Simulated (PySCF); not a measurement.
# One shape, several levels: C2HCl2F (SMILES FC=C(Cl)Cl)

Aim: a comparison of 4 runs (PBE/pc-0, PBE/pc-1, PBE/aug-pc-1, PBE/pc-2) of C2HCl2F. Input form: a Python script.

Program for the calculation: PySCF 2.14.0.

### 1 The system as given

C2HCl2F has 6 atoms, charge 0, and is taken as a singlet. As SMILES, `FC=C(Cl)Cl`. Geometry: relaxed at GFN2-xTB.

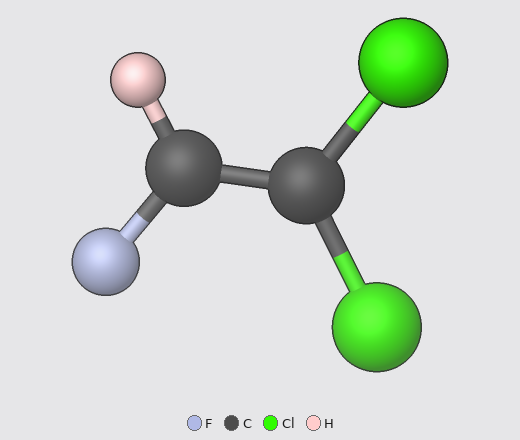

Viewed from a chosen angle; fluorine light blue, carbon dark grey, chlorine green, hydrogen pink.

### 2 The energy at PBE/pc-0 (run 1)

The input, job.py:

```python
from pyscf import gto, dft

mol = gto.M(
    atom='''
F      0.713164    -2.749967     1.947004
C      0.638538    -0.334897     1.215075
C     -0.472677     0.365397    -0.926079
Cl    -1.912271    -1.702473    -2.962297
Cl    -0.521999     3.485713    -1.792443
H      1.555263     0.936227     2.518740
''',
    verbose=3,
    max_memory=1860,
    spin=0,
    basis='pc-0',
    unit='bohr',
)

mf = dft.RKS(mol, xc='pbe')
mf.grids.level = 4
mf.conv_tol = 1e-10
mf.kernel()
if not mf.converged:
    mf = mf.newton().run(mf.mo_coeff, mf.mo_occ)

e_final = mf.e_tot
print('Final energy', e_final)
```

Started as:

```sh
OMP_NUM_THREADS=1 python job.py
```

Output:

```text
converged SCF energy = -1095.51502948374
Final energy -1095.5150294837351
```

It took 8.4 s on 1 thread of Arm Neoverse V1, shared host; peak memory 0.31 GiB.

### 3 The energy at PBE/pc-1 (run 2)

The input, run.py:

```python
# ctk1b6630
from pyscf import gto, dft

mol = gto.M(
    atom='''
F      0.377390    -1.455220     1.030310
C      0.337900    -0.177220     0.642990
C     -0.250130     0.193360    -0.490060
Cl    -1.011930    -0.900910    -1.567580
Cl    -0.276230     1.844560    -0.948520
H      0.823010     0.495430     1.332860
''',
    spin=0,
    verbose=3,
    max_memory=1860,
    basis='pc-1',
    charge=0,
)

mf = dft.RKS(mol, xc='pbe')
mf.conv_tol = 1e-10
mf.grids.level = 4
mf.kernel()
if not mf.converged:
    mf = mf.newton().run(mf.mo_coeff, mf.mo_occ)

etot = mf.e_tot
print('Final energy', etot)
```

Started as:

```sh
OMP_NUM_THREADS=1 python run.py
```

Output:

```text
converged SCF energy = -1096.42488448123
Final energy -1096.424884481231
```

Wall time 13 s (1 thread of Arm Neoverse V1, shared host); peak memory 0.42 GiB.

Run 3 isn't shown in full; the table further down has it.

### 4 A single-point energy at PBE/pc-2 (run 4)

The input, calc.py:

```python
from pyscf import gto, dft

mol = gto.Mole()
mol.atom = [
    ('F', (0.377390, -1.455220, 1.030310)),
    ('C', (0.337900, -0.177220, 0.642990)),
    ('C', (-0.250130, 0.193360, -0.490060)),
    ('Cl', (-1.011930, -0.900910, -1.567580)),
    ('Cl', (-0.276230, 1.844560, -0.948520)),
    ('H', (0.823010, 0.495430, 1.332860)),
]
mol.basis = 'pc-2'
mol.charge = 0
mol.verbose = 4
mol.max_memory = 1860
mol.build()

mf = dft.RKS(mol)
mf.xc = 'pbe'
mf.grids.level = 4
mf.conv_tol = 1e-10
mf.kernel()
if not mf.converged:
    mf = mf.newton().run(mf.mo_coeff, mf.mo_occ)

e_final = mf.e_tot
print('E(%s) = %.9f' % ('PBE', e_final))
```

Started as:

```sh
OMP_NUM_THREADS=1 python calc.py
```

Output:

```text
PySCF version 2.14.0

[... 81 lines left out ...]
converged SCF energy = -1096.58360755745
E(PBE) = -1096.583607557
```

Wall time 39 s (1 thread of Arm Neoverse V1, shared host); peak memory 1.4 GiB.

### 5 Overview of the runs

```csv
run,level,energy (Eh),dipole moment (D),HOMO energy (eV),LUMO energy (eV),wall time
1,PBE/pc-0,-1095.515029,1.26,-6.28,-1.38,8.4 s
2,PBE/pc-1,-1096.424884,1.13,-6.26,-1.41,13 s
3,PBE/aug-pc-1,-1096.440888,1.04,-6.30,-1.54,24 s
4,PBE/pc-2,-1096.583608,1.10,-6.27,-1.50,39 s
```

Convergence of the total energy of singlet C2HCl2F with the basis set, against the last point:

```csv
basis set,from the last (mEh),wall time
pc-0,+1068.578,8.4 s
pc-1,+158.723,13 s
aug-pc-1,+142.720,24 s
pc-2,+0.000,39 s
```

Convergence of the dipole moment of singlet C2HCl2F with the basis set, against the last point:

```csv
basis set,from the last (D),wall time
pc-0,+0.1608,8.4 s
pc-1,+0.0341,13 s
aug-pc-1,-0.0523,24 s
pc-2,+0.0000,39 s
```

### 6 What came out

```
            quantity           value
 run 4: total energy  -1096.58361 Eh
run 4: dipole moment          1.10 D
  run 4: HOMO energy        -6.27 eV
  run 4: LUMO energy        -1.50 eV
run 4: HOMO–LUMO gap         4.76 eV
```

**Reading.** The dipole moment (its size) runs from 1.04 D (PBE/aug-pc-1) to 1.26 D (PBE/pc-0). The HOMO–LUMO gap runs from 4.76 eV (PBE/aug-pc-1) to 4.91 eV (PBE/pc-0). All runs together took 84 s, the longest 39 s.
